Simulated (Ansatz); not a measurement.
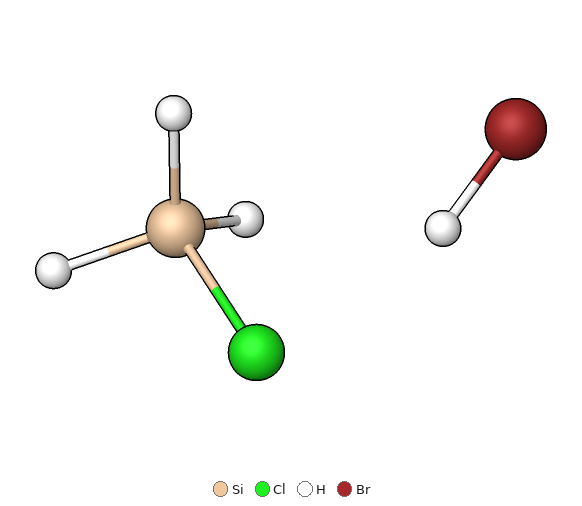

Harmonic vibrations computed with RKS PBE0-D4/def2-TZVP (Ansatz 0.2.0) at a stationary point of the same level.

Question: Minimum or transition state?

Answer: A minimum: no imaginary frequency, and the lowest mode lies at 34 cm⁻¹.

Question: List the wavenumbers.

Answer: 15 modes: 34, 60, 69, 202, 256, 536, 652, 653, 936, 942, 945, 2256, 2271, 2275, 2586 cm⁻¹.
